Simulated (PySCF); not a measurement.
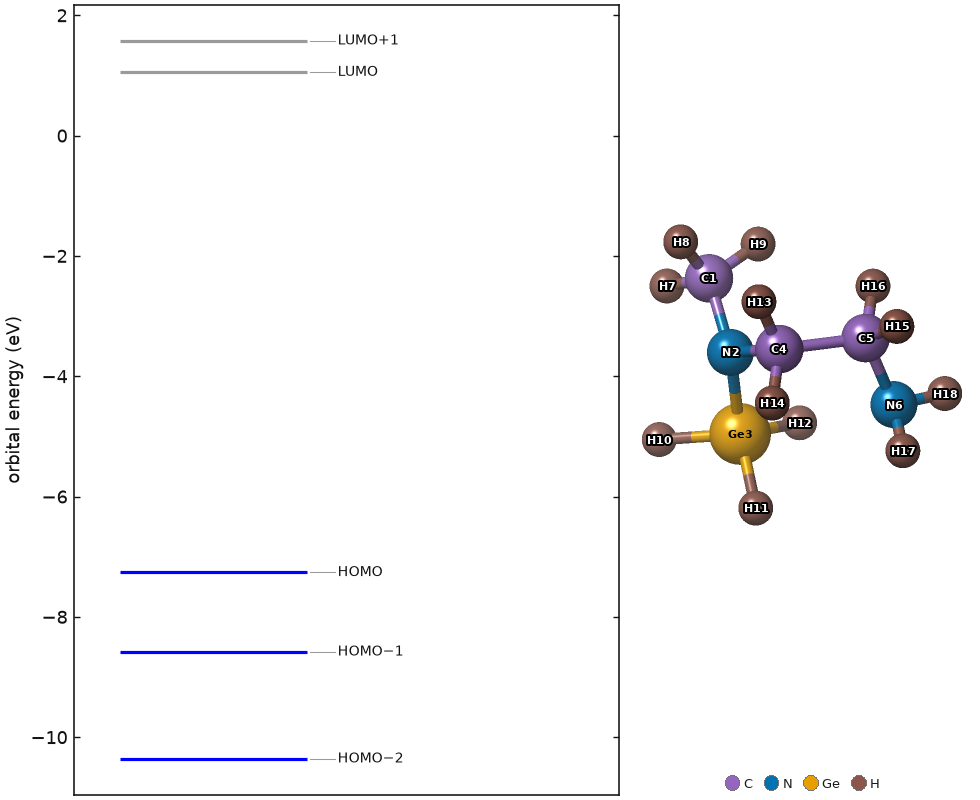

C₃H₁₂GeN₂, SMILES C[N]([GeH3])CCN, singlet. Kohn-Sham orbital energies near the frontier, CAM-B3LYP/def2-SVPD with PySCF 2.14.0, at a PBE0-D3(BJ)/def2-SVP geometry (no frequency check), isolated molecule; empty levels in grey, levels within 0.03 eV side by side.

**Where do the frontier orbitals lie?**

HOMO at −7.26 eV, LUMO at 1.06 eV, 8.32 eV apart.

**List the levels with the atoms that carry most of them (a dash for levels above zero or within 0.03 eV of another, where shares mean little).**

```csv
orbital,energy (eV),Löwdin shares
LUMO+1,1.58,–
LUMO,1.06,–
HOMO,−7.26,"N2 52 %, C1 9 %, Ge3 8 %"
HOMO−1,−8.58,"N6 56 %, C5 10 %, H15 5 %"
HOMO−2,−10.36,"Ge3 29 %, H10 20 %, N2 14 %"
```

Caveats: one conformer of a flexible molecule; empty levels above zero depend strongly on the basis.
